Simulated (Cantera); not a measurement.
Input: 1 mol B₂O₃, 3.9 mol H₂, 41 mol N₂, 0.47 mol O₂, at 28.0 Pa.

Cantera equilibrium calculation (NASA polynomials, part measured and part estimated; ideal gas, pure solids and liquids). Candidate condensed phases: B, BN, B₂O₃, B₃O₃H₃, H₂O; 39 gas species. Kinetics and transport are ignored.

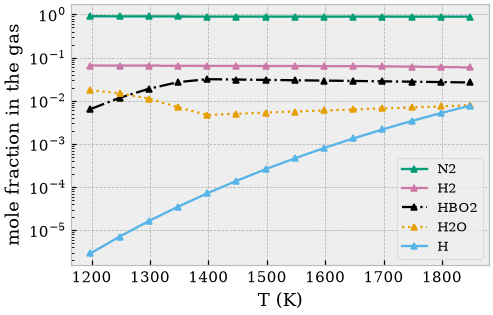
Fig. 1. Equilibrium gas composition (values under 1e-9 drawn at 1e-9)

Q: Read off the mole fractions at 1648 K.

A: N₂ about 0.89, H₂ about 0.063, HBO₂ about 0.029, H₂O about 0.0063, H about 0.0013.
